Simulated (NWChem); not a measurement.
**MgHOF (SMILES [OH][Mg][F]) at 6 levels**

Wanted: a comparison of 6 runs (HF/3-21G, HF/cc-pVDZ, PBE0/def2-SVP, CAM-B3LYP/3-21G, B3LYP/6-31G*) of MgHOF. 

Program for the calculation: NWChem 7.3.0.

## 1. The molecule

The species is MgHOF (4 atoms), meant as a singlet with charge 0. SMILES: `[OH][Mg][F]`. The shape is that of a PBE0-D4/def2-TZVP optimisation.

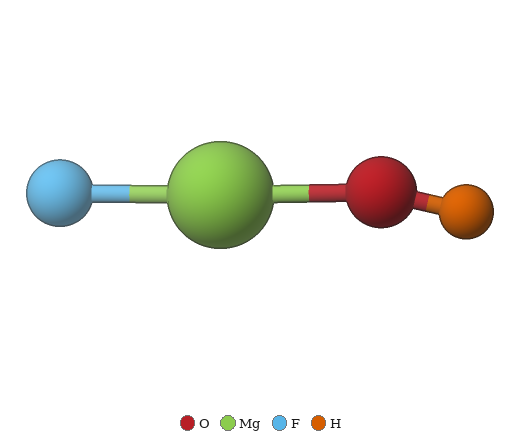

The structure, seen from a chosen angle (oxygen red, magnesium green, fluorine blue, hydrogen orange).

## 2. Energy and gradient at HF/3-21G (run 1)

File nw.xyz:

```xyz
4

O     -0.021800     1.049600    -0.217900
Mg    -0.028900    -0.677200     0.087200
F     -0.080700    -2.405100     0.364900
H      0.186900     1.972400    -0.254500
```

File run.py:

```python
from ase.io import read
from ase.calculators.nwchem import NWChem

atoms = read('nw.xyz')

calc = NWChem(
    label='nw',
    theory='scf',
    memory='2200 mb',
    basis='3-21G',
    basispar='spherical bse',
    scf={'nopen': '0', 'rhf': None, 'thresh': '1e-08', 'maxiter': '80', 'print': 'low'},
)
atoms.calc = calc

forces = atoms.get_forces()
print("Total energy (eV):", round(atoms.get_potential_energy(), 6))
print("forces (eV/A):")
for s, f in zip(atoms.symbols, forces):
    print(f"{s:2s} {f[0]:10.5f} {f[1]:10.5f} {f[2]:10.5f}")
```

Started as:

```sh
export ASE_NWCHEM_COMMAND="nwchem PREFIX.nwi > PREFIX.nwo"
python run.py
```

The program printed:

```text
Total energy (eV): -10136.084406
forces (eV/A):
O     0.05842   -1.12964    0.23850
Mg   -0.05029    0.43282   -0.10860
F     0.02062    0.57274   -0.08994
H    -0.02874    0.12408   -0.03995
```

The calculator wrote nw.nwi:

```
title "nw"

permanent_dir nw

scratch_dir nw

start nw

geometry units angstrom nocenter noautosym noautoz
  O  -2.1800000000000000e-02 1.0496000000000001e+00 -2.1790000000000001e-01
  Mg -2.8899999999999999e-02 -6.7720000000000002e-01 8.7200000000000000e-02
  F  -8.0699999999999994e-02 -2.4051000000000000e+00 3.6490000000000000e-01
  H  1.8690000000000001e-01 1.9723999999999999e+00 -2.5450000000000000e-01
end

memory 2200 mb

basis spherical bse noprint
   * library 3-21G
end

scf
  nopen 0
  rhf
  thresh 1e-08
  maxiter 80
  print low
end

task scf gradient
```

nw.nwo:

```text
Northwest Computational Chemistry Package (NWChem) 7.3.0
             --------------------------------------------------------

           Job information
           ---------------

    nwchem branch   = 7.3.0
    use scalapack   = T
    input           = nw.nwi
    prefix          = nw.
    data base       = nw/nw.db
    status          = startup
    nproc           =        1

           Memory information
           ------------------

    heap     =     72089598 doubles =      550.0 Mbytes
    stack    =     72089595 doubles =      550.0 Mbytes
    global   =    144179200 doubles =     1100.0 Mbytes (distinct from heap & stack)
    total    =    288358393 doubles =     2200.0 Mbytes
    verify   = yes
    hardfail = no

           Directory information
           ---------------------

  0 permanent = nw
  0 scratch   = nw

                                NWChem Input Module
                                -------------------

                                        nw
                                        --

[... 25 lines left out ...]
            Nuclear Dipole moment (a.u.)
[... 40 lines left out ...]
                                        nw

  ao basis        = "ao basis"
  functions       =    33
  atoms           =     4
  closed shells   =    15
  open shells     =     0
  charge          =   0.00
  wavefunction    = RHF
  input vectors   = atomic
  output vectors  = nw/nw.movecs
  use symmetry    = F
  symmetry adapt  = F

 Forming initial guess at       0.0s

 Starting SCF solution at       0.0s

       Final RHF  results
       ------------------

         Total SCF energy =   -372.494234475710
      One-electron energy =   -683.699400082209
      Two-electron energy =    230.803605129089
 Nuclear repulsion energy =     80.401560477410

        Time for solution =      0.3s

                              NWChem Gradients Module
                              -----------------------

                         RHF ENERGY GRADIENTS

    atom               coordinates                        gradient
                 x          y          z           x          y          z
   1 O      -0.041196   1.983456  -0.411771   -0.001136   0.021968  -0.004638
   2 Mg     -0.054613  -1.279722   0.164784    0.000978  -0.008417   0.002112
   3 F      -0.152501  -4.544980   0.689561   -0.000401  -0.011138   0.001749
   4 H       0.353190   3.727296  -0.480935    0.000559  -0.002413   0.000777

 Task  times  cpu:        0.4s     wall:        0.4s
 Total times  cpu:        0.4s     wall:        0.4s
```

Wall time 1.2 s (1 thread of AMD EPYC 9R45 (Zen 5), shared host); peak memory 0.1 GiB.

## 3. Energy and forces at HF/cc-pVDZ (run 2)

File test.nw:

```
start test
memory total 2200 mb

geometry units angstroms noautosym nocenter noautoz
O    -0.021800    1.049600   -0.217900
Mg   -0.028900   -0.677200    0.087200
F    -0.080700   -2.405100    0.364900
H     0.186900    1.972400   -0.254500
end

basis spherical bse
* library cc-pVDZ
end

scf
thresh 1e-08
maxiter 80
end

task scf gradient
```

Started as:

```sh
nwchem test.nw > test.out
```

The program printed:

```text
[...]
  functions       =    51
[...]
  wavefunction    = RHF
[...]
         Total SCF energy =   -374.604774946271
      One-electron energy =   -685.460499209045
      Two-electron energy =    230.454163785364
 Nuclear repulsion energy =     80.401560477410
        Time for solution =      6.4s
[...]
                         RHF ENERGY GRADIENTS
    atom               coordinates                        gradient
                 x          y          z           x          y          z
   1 O      -0.041196   1.983456  -0.411771   -0.003624  -0.011850  -0.000113
   2 Mg     -0.054613  -1.279722   0.164784    0.000596   0.001767   0.000051
   3 F      -0.152501  -4.544980   0.689561   -0.000217  -0.002331   0.000284
   4 H       0.353190   3.727296  -0.480935    0.003245   0.012414  -0.000222
[...]
```

It took 11 s on 1 thread of AMD EPYC 9R45 (Zen 5), shared host; peak memory 0.1 GiB.

Runs 3 to 5 aren't shown in full; the table further down has their settings and results.

## 4. Energy and gradient at B3LYP/6-31G(d) (Cartesian functions) (run 6)

File run.py:

```python
from ase import Atoms
from ase.calculators.nwchem import NWChem

system = Atoms(['O', 'Mg', 'F', 'H'], positions=[
    [-0.021800, 1.049600, -0.217900],
    [-0.028900, -0.677200, 0.087200],
    [-0.080700, -2.405100, 0.364900],
    [0.186900, 1.972400, -0.254500],
])

calc = NWChem(
    label='calc',
    theory='dft',
    memory='2200 mb',
    basis='6-31G*',
    dft={'xc': 'b3lyp', 'mult': '1', 'grid': 'xfine', 'convergence': 'energy 1e-08', 'iterations': '100', 'mulliken': None},
)
system.calc = calc

forces = system.get_forces()
print(f"energy = {system.get_potential_energy():.6f} eV")
print("forces (eV/A):")
for s, f in zip(system.symbols, forces):
    print(f"{s:2s} {f[0]:10.5f} {f[1]:10.5f} {f[2]:10.5f}")
print("dipole (e A):", system.get_dipole_moment().round(4))
```

Started as:

```sh
export ASE_NWCHEM_COMMAND="nwchem PREFIX.nwi > PREFIX.nwo"
python run.py
```

The program printed:

```text
energy = -10227.164729 eV
forces (eV/A):
O    -0.17314   -0.33327   -0.04710
Mg    0.02443   -0.33368    0.07487
F     0.00375    0.23515   -0.03980
H     0.14496    0.43179    0.01208
dipole (e A): [ 0.088   0.4095 -0.0191]
```

The calculator wrote calc.nwi:

```
title "calc"

permanent_dir calc

scratch_dir calc

start calc

geometry units angstrom nocenter noautosym noautoz
  O  -2.1800000000000000e-02 1.0496000000000001e+00 -2.1790000000000001e-01
  Mg -2.8899999999999999e-02 -6.7720000000000002e-01 8.7200000000000000e-02
  F  -8.0699999999999994e-02 -2.4051000000000000e+00 3.6490000000000000e-01
  H  1.8690000000000001e-01 1.9723999999999999e+00 -2.5450000000000000e-01
end

memory 2200 mb

basis noprint
   * library 6-31G*
end

dft
  xc b3lyp
  mult 1
  grid xfine
  convergence energy 1e-08
  iterations 100
  mulliken
end

task dft gradient
```

calc.nwo (excerpt; [...] marks lines left out):

```text
[...]
         Total DFT energy =     -375.841374646016
[...]
  wavefunction    = closed shell
                         DFT ENERGY GRADIENTS
    atom               coordinates                        gradient
                 x          y          z           x          y          z
   1 O      -0.041196   1.983456  -0.411771    0.003367   0.006481   0.000916
   2 Mg     -0.054613  -1.279722   0.164784   -0.000475   0.006489  -0.001456
   3 F      -0.152501  -4.544980   0.689561   -0.000073  -0.004573   0.000774
   4 H       0.353190   3.727296  -0.480935   -0.002819  -0.008397  -0.000235
[...]
```

Wall time 5.4 s (1 thread of AMD EPYC 9R45 (Zen 5), shared host); peak memory 0.12 GiB.

## 5. Overview of the runs

| run | level | iteration cap | module | energy (Eh) | largest force (eV/Å) | wall time |
| --- | --- | --- | --- | --- | --- | --- |
| 1 | HF/3-21G | 80 | scf | -372.494234 | 1.156 | 1.2 s |
| 2 | HF/cc-pVDZ | 80 | scf | -374.604775 | 0.660 | 11 s |
| 3 | PBE0/def2-SVP | 100 | dft | -375.360891 | 0.255 | 4.2 s |
| 4 | CAM-B3LYP/3-21G | 100 | dft | -373.648390 | 2.039 | 2.6 s |
| 5 | B3LYP/6-31G* (spherical functions) | 100 | dft | -375.837848 | 0.445 | 4.8 s |
| 6 | B3LYP/6-31G* (Cartesian functions) | 100 | dft | -375.841375 | 0.456 | 5.4 s |

## 6. Outcome

```
                       quantity          value
            run 6: total energy  -375.84137 Eh
           run 6: dipole moment         2.01 D
             run 6: HOMO energy       -7.46 eV
             run 6: LUMO energy       -1.47 eV
           run 6: HOMO–LUMO gap        5.99 eV
run 6: largest force on an atom     0.456 eV/Å
```

**Reading.** Over runs 2, 4, 5, 6 the dipole moment (its size) runs from 2.01 D (B3LYP/6-31G*) to 2.34 D (CAM-B3LYP/3-21G). The two ends differ in method and basis. Over runs 2, 4, 5, 6 the HOMO–LUMO gap runs from 5.99 eV (B3LYP/6-31G*) to 13.26 eV (HF/cc-pVDZ). Totals of different functionals can't be ranked against each other. All runs together took 29 s, the longest 11 s.
